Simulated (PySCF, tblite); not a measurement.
# C₆H₁₁NOSi: geometry, infrared bands and NMR shifts

Aim: predict the infrared bands and NMR shifts of C₆H₁₁NOSi (`CCCc1cnoc1[SiH3]`).

The runs use tblite 0.8.0 and PySCF 2.14.0, with density-fitted response routines of our own; the level of theory stands in each step. All values are computed, except where a source is named. Atoms are numbered from 0 throughout.

**1. The starting structure**

20 atoms, charge 0, multiplicity 1; geometry from: force field or distance geometry start.

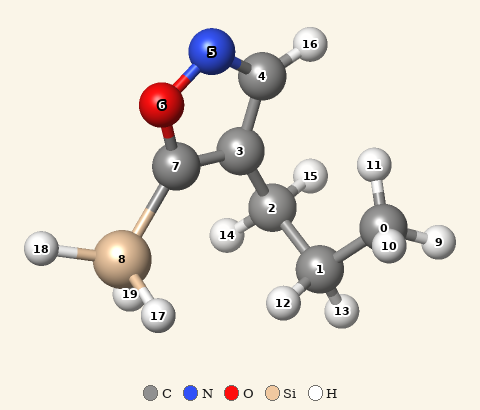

The starting geometry (carbon grey, nitrogen blue, oxygen red, silicon light orange, hydrogen white), atoms numbered.

**2. Geometry optimisation with GFN2-xTB**

The job: settings as JSON, then the geometry in Å.

```
{"job": {"kind": "relax", "xc": "GFN2-xTB", "basis": "xTB"}, "charge": 0, "multiplicity": 1}
C     -2.134800    -0.052900    -0.629100
C     -1.127800    -1.107100    -0.291200
C     -0.377600    -0.625600     0.950000
C      0.286800     0.667400     0.682700
C     -0.040400     1.943400     1.078100
N      0.932300     2.741300     0.557300
O      1.812800     2.042300    -0.091800
C      1.468600     0.774800    -0.033100
Si     2.379000    -0.652800    -0.804300
H     -3.142800    -0.488800    -0.358200
H     -2.123300     0.231600    -1.701600
H     -1.975500     0.795100     0.064600
H     -0.438600    -1.298500    -1.121100
H     -1.596400    -2.095500    -0.044900
H      0.333900    -1.394600     1.278300
H     -1.104100    -0.506500     1.826000
H     -0.901600     2.249100     1.659900
H      1.845500    -0.963300    -2.150000
H      3.806200    -0.397100    -0.899000
H      2.092700    -1.851700     0.024500
```

On the command line:

```sh
> OMP_NUM_THREADS=1 python probes_run.py task.json out
```

This one command runs all jobs of the session in turn.

**Question.** This job is followed by: GFN2-xTB harmonic vibrations, gas phase; GIAO PBE0/pcSseg-1 NMR shielding, non-relativistic, gas phase. Predict these results of the whole session: strongest single infrared mode (GFN2-xTB); zero-point energy (GFN2-xTB); ¹³C shifts against TMS (PBE0/pcSseg-1); ¹H shifts against TMS (PBE0/pcSseg-1, means over atoms taken as alike); ¹⁵N shifts against NH3 (PBE0/pcSseg-1); ¹⁷O shifts against H2O (PBE0/pcSseg-1); ²⁹Si shifts against TMS (PBE0/pcSseg-1).

**Answer**, as computed:

```
                                                              quantity                                      value
                             strongest single infrared mode (GFN2-xTB)                       788 cm⁻¹, 387 km/mol
                                          zero-point energy (GFN2-xTB)                              97.1 kcal/mol
                                ¹³C shifts against TMS (PBE0/pcSseg-1)  169.1, 155.9, 139.0, 30.0, 28.8, 14.3 ppm
¹H shifts against TMS (PBE0/pcSseg-1, means over atoms taken as alike)           8.20, 4.54, 2.70, 1.56, 0.85 ppm
                                ¹⁵N shifts against NH3 (PBE0/pcSseg-1)                                  440.8 ppm
                                ¹⁷O shifts against H2O (PBE0/pcSseg-1)                                  434.7 ppm
                               ²⁹Si shifts against TMS (PBE0/pcSseg-1)                                  -91.1 ppm
```

Relaxing lowered the energy by 0.763 eV in 108 steps; the close pair that moved most is C4–N5, from 1.362 to 1.304 Å. No mode is imaginary among the 54: a minimum at this level. The strongest single mode, at 788 cm⁻¹, moves mainly H19 and H17. GFN2-xTB is a fitted tight-binding method: band positions and strengths are rough. Its intensities can rank the bands wrongly. At PBE0/pcSseg-1: Shielding is most anisotropic at N5 (span 487 ppm, paramagnetic term -493 ppm). NICS(1)zz of -28 ppm above the planar ring from C3 marks a diatropic (aromatic) ring current.
